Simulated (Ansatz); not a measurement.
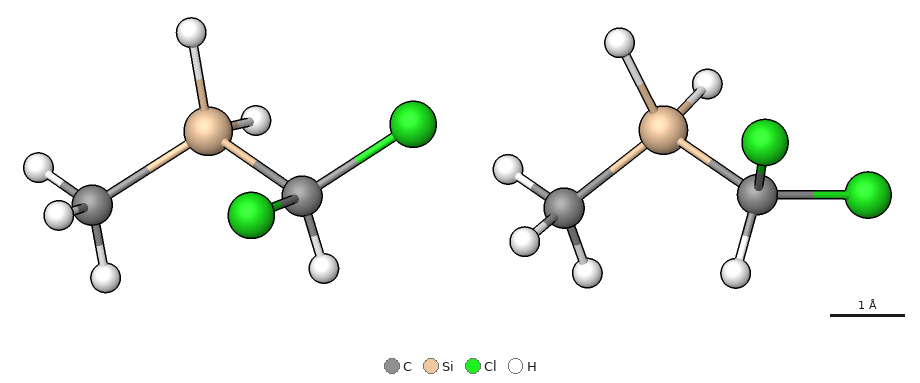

Two geometries of C2H6Cl2Si, drawn at one scale. One is the start of a relaxation, the other its converged end. Style: ball-and-stick. Shown from a free direction.

Computed with Ansatz 0.2.0, RKS PBE0/def2-mTZVP. (no spin polarisation; force threshold 0.015 eV/Å; at most 40 steps)

> Which geometry has the lower energy?

The left one is the relaxed one. The run prepares an end point of a later path (torsion) calculation, from a guessed geometry. The largest move after the best rigid fit is that of a Cl atom, 1.23 Å. By element the largest moves are Cl 1.23 Å, H 0.89 Å, Si 0.24 Å, C 0.23 Å. Among the contacts that change: C–Cl 1.687 → 1.795 Å, C–Si 1.785 → 1.870 Å, C–Si 1.848 → 1.909 Å, C–H 1.141 → 1.093 Å. Bond angles that change, for instance: H–Si–H 103.0° → 109.9°, C–Si–H 112.1° → 106.4°, Si–C–H 109.1° → 113.8°. Groups turn about C–Si by about 60°. The energy falls by 12.8 kcal/mol in 14 accepted moves (15 points after the start). Largest force component: 3 eV/Å at the start, 0.0093 eV/Å at the end. The line search rejected the trial step at point 12 of the run. Cost: 26 s on 2 threads of AMD EPYC 9R45 96-Core Processor (Zen 5), on a shared host, peak memory 0.32 GiB.
